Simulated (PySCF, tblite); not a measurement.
# CH9ClSi3: geometry, infrared bands and NMR shifts

What infrared bands and NMR shifts should CH9ClSi3 (`[SiH3]C([SiH3])[SiH2]Cl`) show?

Programs: tblite 0.8.0 and PySCF 2.14.0, with density-fitted response routines of our own. Each step states its level of theory. These are calculated values for one molecule in the gas phase, unless marked as measured. Atoms count from 0, in the outputs and in this text.

### 1 Starting geometry

14 atoms, charge 0, multiplicity 1; geometry from: force field or distance geometry start.

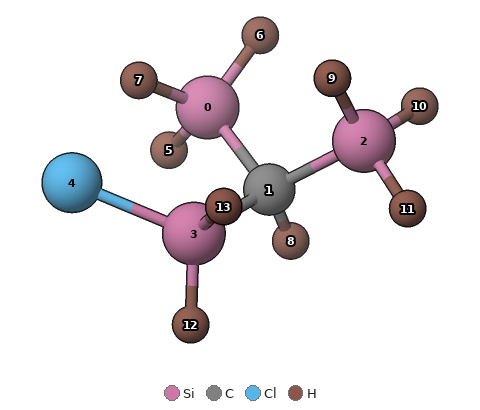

The starting geometry (silicon pink, carbon grey, chlorine blue, hydrogen brown), atoms numbered.

### 2 Optimising the geometry with GFN2-xTB

The job: settings as JSON, then the geometry in Å.

```
{"job": {"kind": "relax", "xc": "GFN2-xTB", "basis": "xTB"}, "charge": 0, "multiplicity": 1}
Si    -1.536200     0.744400     0.063400
C      0.100600     0.131400    -0.590600
Si     1.522000     1.039000     0.246800
Si     0.112100    -1.692500    -0.188800
Cl    -1.703400    -2.338700     0.664100
H     -2.492300     0.620600    -1.046700
H     -1.438000     2.114600     0.587100
H     -1.972200    -0.179200     1.112400
H      0.215300     0.235800    -1.664700
H      1.420400     0.758800     1.675600
H      1.442200     2.462800    -0.087000
H      2.742600     0.501800    -0.315600
H      0.453900    -2.511800    -1.330800
H      1.132400    -1.887500     0.852700
```

Command:

```console
$ OMP_NUM_THREADS=1 python probes_run.py task.json out
```

The driver reads the jobs from task.json and runs them one after another.

The program printed:

```text
step      E/eV     max force
  0    -448.41267    1.519
  1    -448.50283    1.318
  2    -448.66122    0.697
  3    -448.71812    0.921
  4    -448.83184    0.808
  5    -448.87486    0.341
  6    -448.89120    0.337
  7    -448.90417    0.326
  8    -448.91644    0.328
  9    -448.92880    0.315
 10    -448.94499    0.426
 11    -448.96242    0.390
 12    -448.97360    0.219
 13    -448.97831    0.142
 14    -448.98069    0.097
 15    -448.98313    0.132
 16    -448.98700    0.166
 17    -448.99117    0.171
 18    -448.99419    0.172
 19    -448.99584    0.120
 20    -448.99700    0.123
 21    -448.99833    0.138
 22    -448.99969    0.106
 23    -449.00062    0.069
 24    -449.00120    0.050
 25    -449.00180    0.084
 26    -449.00255    0.105
 27    -449.00330    0.089
 28    -449.00390    0.054
 29    -449.00446    0.067
 30    -449.00525    0.090
 31    -449.00653    0.125
 32    -449.00829    0.132
 33    -449.01012    0.115
 34    -449.01181    0.102
 35    -449.01391    0.131
 36    -449.01732    0.219
 37    -449.02186    0.253
 38    -449.02636    0.225
 39    -449.02922    0.119
 40    -449.03020    0.121
 41    -449.03145    0.118
 42    -449.03319    0.127
 43    -449.03554    0.124
 44    -449.03770    0.096
 45    -449.03897    0.076
 46    -449.03968    0.057
 47    -449.04031    0.064
 48    -449.04114    0.077
 49    -449.04213    0.096
 50    -449.04296    0.078
 51    -449.04345    0.042
 52    -449.04375    0.039
 53    -449.04404    0.049
 54    -449.04458    0.072
 55    -449.04545    0.098
 56    -449.04653    0.114
 57    -449.04741    0.107
 58    -449.04807    0.062
 59    -449.04862    0.051
 60    -449.04901    0.040
 61    -449.04933    0.053
 62    -449.04971    0.057
 63    -449.05021    0.053
 64    -449.05072    0.049
 65    -449.05109    0.038
 66    -449.05131    0.037
 67    -449.05149    0.039
 68    -449.05172    0.048
 69    -449.05194    0.030
 70    -449.05212    0.032
 71    -449.05225    0.038
 72    -449.05254    0.047
 73    -449.05295    0.058
 74    -449.05351    0.054
 75    -449.05402    0.042
 76    -449.05443    0.047
 77    -449.05477    0.053
 78    -449.05524    0.080
 79    -449.05588    0.093
 80    -449.05738    0.095
 81    -449.06072    0.209
 82    -449.06269    0.252
 83    -449.06772    0.139
 84    -449.06895    0.118
 85    -449.07088    0.103
 86    -449.07280    0.128
 87    -449.07501    0.117
 88    -449.07773    0.155
 89    -449.08101    0.161
 90    -449.08011    0.232
 91    -449.08455    0.169
 92    -449.08566    0.057
 93    -449.08665    0.073
 94    -449.08731    0.056
 95    -449.08780    0.048
 96    -449.08851    0.052
 97    -449.08924    0.052
 98    -449.09011    0.079
 99    -449.09083    0.061
100    -449.09129    0.047
101    -449.09148    0.033
102    -449.09158    0.028
103    -449.09173    0.025
104    -449.09204    0.036
105    -449.09254    0.050
106    -449.09304    0.054
107    -449.09338    0.040
108    -449.09352    0.024
109    -449.09358    0.018
110    -449.09366    0.018
111    -449.09374    0.023
112    -449.09384    0.025
113    -449.09392    0.028
114    -449.09400    0.023
115    -449.09406    0.015
116    -449.09411    0.016
117    -449.09413    0.012
118    -449.09415    0.007
```

It took 1.6 s on 1 thread of Arm Neoverse N1, shared host; peak memory 0.18 GiB.

The steps of the relaxation: (not every step is listed)

```
step  energy from step 0 (eV)  largest force (eV/Å)
   0                   0.0000                1.5187
   1                  -0.0902                1.3185
   2                  -0.2486                0.6968
   3                  -0.3055                0.9212
   4                  -0.4192                0.8077
   5                  -0.4622                0.3407
   6                  -0.4785                0.3372
   7                  -0.4915                0.3258
   8                  -0.5038                0.3280
  18                  -0.5815                0.1720
  28                  -0.5912                0.0545
  38                  -0.6137                0.2247
  48                  -0.6285                0.0766
  58                  -0.6354                0.0619
  68                  -0.6390                0.0478
  78                  -0.6426                0.0795
  88                  -0.6651                0.1552
  98                  -0.6774                0.0785
 108                  -0.6809                0.0243
 113                  -0.6813                0.0281
 114                  -0.6813                0.0225
 115                  -0.6814                0.0152
 116                  -0.6814                0.0163
 117                  -0.6815                0.0124
 118                  -0.6815                0.0073
```

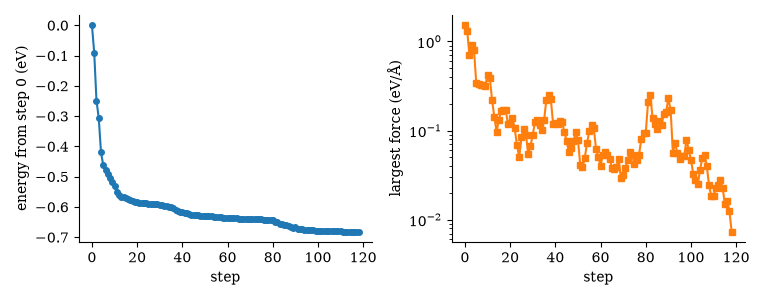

Energy and largest force along the relaxation.

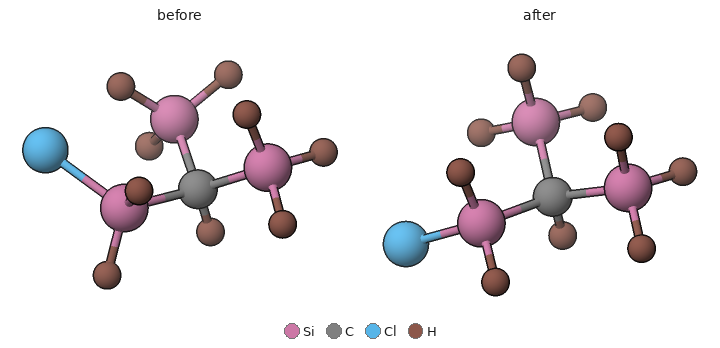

The geometry before (left) and after (right).

Close pairs (by a distance rule), those that changed most:

```
   bond  before (Å)  after (Å)  change (Å)
Si3–Cl4       2.107      2.020      -0.087
 Si0–C1       1.866      1.910      +0.043
 C1–Si3       1.868      1.896      +0.029
 C1–Si2       1.883      1.905      +0.023
Si2–H11       1.447      1.466      +0.019
Si3–H12       1.446      1.463      +0.017
  C1–H8       1.085      1.095      +0.010
Si3–H13       1.471      1.462      -0.009
```

The end geometry stands in the next job.

### 3 Vibrational analysis with GFN2-xTB

The job: settings as JSON, then the geometry in Å.

```
{"job": {"kind": "ir", "xc": "GFN2-xTB", "basis": "xTB"}, "charge": 0, "multiplicity": 1}
Si    -1.595105     0.842510     0.274181
C     -0.000483     0.081001    -0.449460
Si     1.566350     0.992904     0.137221
Si     0.136761    -1.787792    -0.158218
Cl    -1.421514    -2.741408    -1.020608
H     -2.781572     0.200718    -0.293345
H     -1.630219     2.270139    -0.055832
H     -1.594967     0.670339     1.728701
H     -0.056393     0.234287    -1.532370
H      1.724409     0.826090     1.582508
H      1.459935     2.417283    -0.185907
H      2.742067     0.440572    -0.542681
H      1.344838    -2.337615    -0.773488
H      0.105215    -2.109501     1.267132
```

The program printed:

```text
mode    cm-1     km/mol
  1      40.8      1.37
  2     102.0      2.27
  3     115.7      0.20
  4     117.0      0.11
  5     159.9      0.06
  6     190.6      1.55
  7     222.2      0.20
  8     449.0     29.83
  9     474.9     19.38
 10     505.0     13.28
 11     510.9     44.15
 12     520.5     20.44
 13     531.9     27.91
 14     579.6     18.63
 15     665.3    143.34
 16     701.9    463.06
 17     769.0     22.43
 18     777.1    209.44
 19     783.4    157.20
 20     785.5    187.63
 21     789.1    540.08
 22     805.2    450.62
 23     812.7    266.02
 24     829.8    180.70
 25     844.3    182.67
 26    1064.1     75.88
 27    1080.9     96.95
 28    2229.8     36.18
 29    2240.6    104.97
 30    2243.5    150.45
 31    2251.2    367.61
 32    2257.6    441.26
 33    2263.7    425.44
 34    2266.8    216.60
 35    2277.0    533.96
 36    2907.2     30.25
```

Run time: 0.9 s. Hardware: 1 thread of Arm Neoverse N1, shared host; peak memory 0.18 GiB.

Which atoms move in the most intense modes:

```
cm⁻¹  km/mol                                 atoms
 702   463.1                    H13 43 %, H12 42 %
 789   540.1           H10 35 %, H9 14 %, H11 13 %
 805   450.6            H5 26 %, H11 18 %, H6 17 %
 813   266.0  H5 18 %, H6 16 %, H11 15 %, H10 13 %
2251   367.6  H9 23 %, H7 22 %, H11 19 %, H12 11 %
2258   441.3                     H10 67 %, H6 17 %
2264   425.4            H9 52 %, H12 23 %, H7 16 %
2277   534.0           H13 59 %, H12 16 %, H9 13 %
```

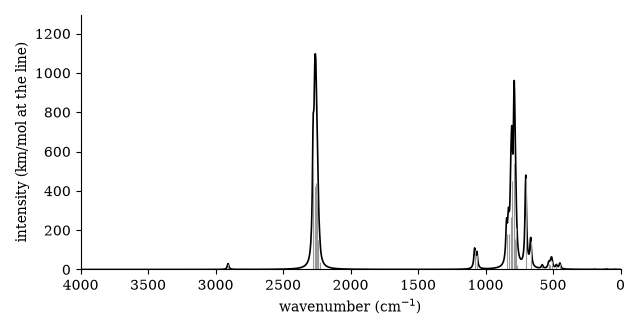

The infrared spectrum from these modes, unscaled. Lines are broadened to a width of 14 cm⁻¹ (Lorentzian).

### 4 Shielding tensors: PBE0/pcSseg-1

The job, as its differences from that of step 3:

```diff
@@ -1,2 +1,2 @@
-{"job": {"kind": "ir", "xc": "GFN2-xTB", "basis": "xTB"}, "charge": 0, "multiplicity": 1}
+{"job": {"kind": "nmr", "xc": "PBE0", "basis": "pcSseg-1"}, "charge": 0, "multiplicity": 1}
 Si    -1.595105     0.842510     0.274181
```

Method: GIAO PBE0/pcSseg-1 NMR shielding, non-relativistic, gas phase.

The program printed:

```text
coarse grid: 13168 points
cycle   1  E = -1371.5543172355  dE =  6.407e-02  |g| = 3.710e-01  |ddm| = 3.313e+00
cycle   2  E = -1371.5429710975  dE =  1.135e-02  |g| = 4.195e-01  |ddm| = 7.301e-01
cycle   3  E = -1371.5875701594  dE = -4.460e-02  |g| = 5.437e-02  |ddm| = 4.293e-01
cycle   4  E = -1371.5883164386  dE = -7.463e-04  |g| = 2.194e-02  |ddm| = 8.529e-02
cycle   5  E = -1371.5884361821  dE = -1.197e-04  |g| = 3.474e-03  |ddm| = 2.730e-02
cycle   6  E = -1371.5884389109  dE = -2.729e-06  |g| = 8.854e-04  |ddm| = 5.293e-03
final grid: 107080 points
cycle   7  E = -1371.6142544310  dE = -1.631e-05  |g| = 4.623e-03  |ddm| = 1.533e-02
cycle   8  E = -1371.6142509638  dE =  3.467e-06  |g| = 5.460e-03  |ddm| = 8.989e-03
cycle   9  E = -1371.6142585783  dE = -7.615e-06  |g| = 7.767e-04  |ddm| = 5.548e-03
cycle  10  E = -1371.6142587118  dE = -1.335e-07  |g| = 1.540e-04  |ddm| = 8.520e-04
cycle  11  E = -1371.6142587180  dE = -6.190e-09  |g| = 2.227e-05  |ddm| = 2.000e-04
cycle  12  E = -1371.6142587181  dE = -1.028e-10  |g| = 5.909e-06  |ddm| = 3.300e-05
converged SCF energy = -1371.6142587181

GIAO shielding tensors (ppm)
atom      isotropic    diamagn.    paramagn.     s11        s22        s33       span
  0 Si     421.047     880.259    -459.212    392.578    400.090    470.473     77.894
  1 C      197.148     263.455     -66.307    182.351    203.427    205.665     23.314
  2 Si     424.091     880.244    -456.153    391.031    406.308    474.935     83.904
  3 Si     362.085     878.234    -516.150    305.756    373.380    407.117    101.361
  4 Cl     985.476    1148.494    -163.018    932.139    974.654   1049.635    117.496
  5 H       27.319      29.326      -2.007     22.703     27.048     32.207      9.504
  6 H       27.663      29.465      -1.802     23.823     25.673     33.492      9.669
  7 H       27.795      29.607      -1.812     24.679     25.600     33.106      8.427
  8 H       32.121      33.573      -1.452     27.428     29.098     39.838     12.410
  9 H       27.895      29.527      -1.632     24.455     25.993     33.237      8.782
 10 H       27.628      29.280      -1.652     23.801     25.698     33.386      9.585
 11 H       27.623      29.244      -1.621     23.609     25.797     33.463      9.854
 12 H       26.372      28.560      -2.187     21.348     25.956     31.814     10.466
 13 H       26.626      28.949      -2.323     22.398     25.762     31.717      9.318
```

It took 35 s on 1 thread of Arm Neoverse N1, shared host; peak memory 0.74 GiB.

Shifts follow as δ = σ(reference) − σ, with reference shieldings (ppm) from runs at the same level and on the same kind of geometry: 1H TMS 31.72, 13C TMS 186.9, 29Si TMS 349.2, 35Cl HCl 950. The references are single molecules in the gas phase. Atoms listed in one row are averaged.

```
                   atoms                            environment  σ (ppm)  δ (ppm)  δ scaled to CDCl3
                      C1                  sp3 CH bonded to 3 Si    197.1    -10.2              -11.9
                H12, H13  hydrogen on a silicon bonded to C, Cl    26.50     5.22                  –
H5, H6, H7, H9, H10, H11      hydrogen on a silicon bonded to C    27.65     4.06                  –
                      H8   hydrogen on an sp3 CH bonded to 3 Si    32.12    -0.40              -0.28
                     Si3           silicon bonded to C, Cl, 2 H    362.1    -12.9                  –
                Si0, Si2               silicon bonded to C, 3 H    422.6    -73.4                  –
                     Cl4                  chlorine bonded to Si      985      -36                  –
```

The scaled column applies a straight-line fit of computed shieldings to shifts measured in CDCl3, with any fitted terms for Cl, Br or S neighbours (root-mean-square error 0.16 ppm for H, 1.9 ppm for C).

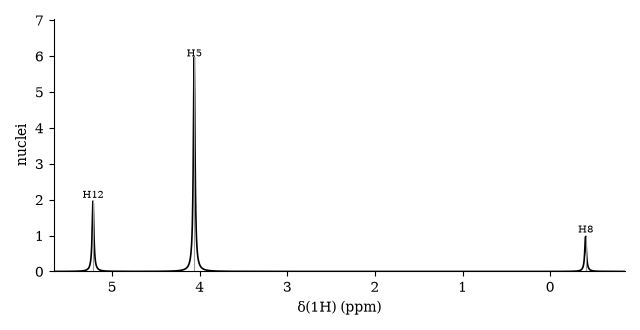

1H lines at the computed shifts, without couplings. Lines are broadened to a width of 0.02 ppm (Lorentzian).

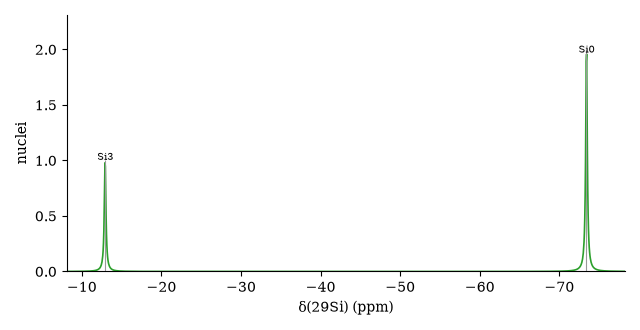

29Si lines at the computed shifts, without couplings. Lines are broadened to a width of 0.24 ppm (Lorentzian).

Charges from the same density, by scheme (e):

```
   atoms  Mulliken    IAO  Hirshfeld  ESP fit
Si0, Si2      0.49   0.60       0.31     0.34
      C1     -1.11  -0.94      -0.28    -0.42
     Si3      0.70   0.80       0.34     0.28
     Cl4     -0.33  -0.31      -0.12    -0.18
```

Mulliken charges:

Si0 0.49; C1 -1.11; Si2 0.49; Si3 0.70; Cl4 -0.33; H5 -0.05; H6 -0.07; H7 -0.06; H8 0.21; H9 -0.06; H10 -0.06; H11 -0.06; H12 -0.05; H13 -0.04

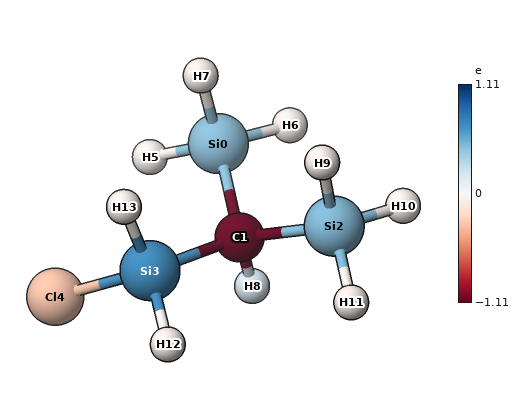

Mulliken charges, as colours on the atoms.

Mayer bond orders: Si0–C1 0.87, C1–Si2 0.88, C1–Si3 0.89, Si3–Cl4 0.96.

### 5 Results

```
                                                                quantity                  value
                               strongest single infrared mode (GFN2-xTB)   789 cm⁻¹, 540 km/mol
                                            zero-point energy (GFN2-xTB)          51.7 kcal/mol
                                  13C shifts against TMS (PBE0/pcSseg-1)              -10.2 ppm
  1H shifts against TMS (PBE0/pcSseg-1, means over atoms taken as alike)  5.22, 4.06, -0.40 ppm
29Si shifts against TMS (PBE0/pcSseg-1, means over atoms taken as alike)       -12.9, -73.4 ppm
                                 35Cl shifts against HCl (PBE0/pcSseg-1)                -36 ppm
```

What this shows: The optimisation took 118 steps and gained 0.681 eV; among the close pairs (by a distance rule), Si3–Cl4 changed most, from 2.107 to 2.020 Å. All 36 modes are real, so the xTB geometry is a minimum. Unscaled tight-binding wavenumbers are off by several per cent, some by more. Its intensities can rank the bands wrongly. At PBE0/pcSseg-1: The largest span, 117 ppm, is at Cl4, where the paramagnetic term is -163 ppm.
